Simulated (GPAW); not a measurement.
# NH3S (Thiohydroxylamine): vdW-DF/dzp (scalar-relativistic datasets)

Aim: the charge distribution of NH3S (Thiohydroxylamine). 

Program for the calculation: GPAW 26.7.0.

3 further runs of the same task are left out: 3 set aside as unsound or not needed. Runs told in other sessions of the task aren't counted.

### 1 The system as given

NH3S has 5 atoms, charge 0, and is taken as a singlet. As SMILES, `NS`. Geometry: relaxed at GFN2-xTB. This is one conformer, not always the lowest.

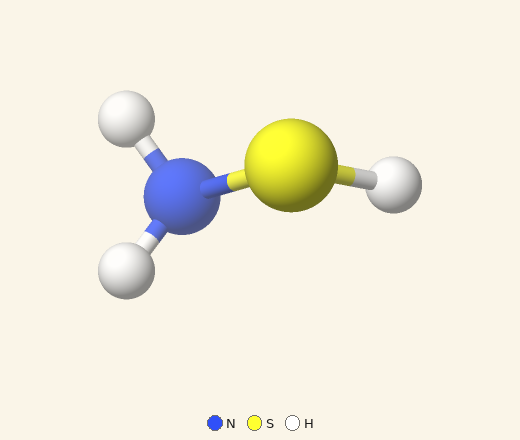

Viewed from a chosen angle; nitrogen blue, sulfur yellow, hydrogen white.

### 2 The charge distribution at vdW-DF/dzp (scalar-relativistic datasets)

The input, sp.py:

```python
import numpy as np
from ase import Atoms
from ase.units import Debye
from gpaw import GPAW

mol = Atoms(['N', 'S', 'H', 'H', 'H'],
    positions=[[ -0.162760,  -0.507400,  -0.231700],
               [  0.168270,   0.954370,   0.610330],
               [  0.015040,  -1.300690,   0.375430],
               [ -1.135990,  -0.524720,  -0.519210],
               [  1.115440,   1.378440,  -0.234860]])
mol.center(vacuum=7.0)

dft = GPAW(mode='lcao',
           basis='dzp',
           h=0.2,
           xc={'name': 'vdW-DF', 'backend': 'libvdwxc'},
           occupations={'name': 'fermi-dirac', 'width': 0.05},
           nbands=-10,
           mixer={'name': 'pulay', 'beta': 0.25, 'nmaxold': 10, 'weight': 1.0},
           maxiter=80,
           txt='h3ns.txt')
mol.calc = dft

energy = mol.get_potential_energy()
print(f'Energy                  {energy:.5f} eV')
dipole = mol.get_dipole_moment() / Debye
print(f'Dipole: {np.linalg.norm(dipole):.3f} D')
homo, lumo = dft.get_homo_lumo()
print(f'HOMO = {homo:.3f} eV')
print(f'LUMO = {lumo:.3f} eV')
print(f'Gap                     {lumo - homo:.3f} eV')
```

Run with:

```console
$ OMP_NUM_THREADS=1 python sp.py
```

Standard output:

```text
Energy                  -42.44253 eV
Dipole: 0.896 D
HOMO = -5.521 eV
LUMO = -0.383 eV
Gap                     5.138 eV
```

h3ns.txt (excerpt; [...] marks lines left out):

```text
[...]
Converged in 9 steps
[...]
Energy contributions relative to reference atoms: (reference = -12381.520621)
Energy contributions:
  Kinetic:          26.572954
  Coulomb:         -26.370966
  Zero:              0.407803
  External:          0.000000
  Xc:              -43.052323
  Entropy:          -0.000000
  Spinorbit:         0.000000
  ----------------------------
  Free energy:     -42.442532
  Extrapolated:    -42.442532
dipole moment: (-0.107454, -0.152324, 0.006526)  # |e|*Ang
Fermi level: -4.080
Eigenvalues  # (at kpt = [0.000, 0.000, 0.000])
| band index |      eig [eV] | occ [0-2] |
|------------|---------------|-----------|
|          0 |       -22.329 |     2.000 |
|          1 |       -17.029 |     2.000 |
|          2 |       -12.290 |     2.000 |
[... 11 lines of this table left out ...]
|         14 |        10.488 |     0.000 |
|        ... |               |           |
|         16 |        11.474 |     0.000 |
Gap: 5.138 eV
Transition (v -> c):
[...]
timing:  # [seconds]
  Total: 47.902  # ━━━━━━━━━━━━━━━━━━━━━━━━━━━━━━━━━━━━━━━━━━━━━━━━━━━━━━━━━━
  Init:  13.234  # ━━━━━━━━━━━━━━━━
  SCF:   34.649  # ━━━━━━━━━━━━━━━━━━━━━━━━━━━━━━━━━━━━━━━━━━
Max RSS: 2462.930  # MiB
```

Run time: 48 s. Hardware: 1 thread of Arm Neoverse V2, shared host; peak memory 2.4 GiB.

### 3 Results

At vdW-DF/dzp (scalar-relativistic datasets):

| quantity | value |
| --- | --- |
| energy as printed (from the program's reference atoms) | -42.4425 eV |
| dipole moment | 0.90 D |
| HOMO energy | -5.52 eV |
| LUMO energy | -0.38 eV |
| HOMO–LUMO gap | 5.14 eV |
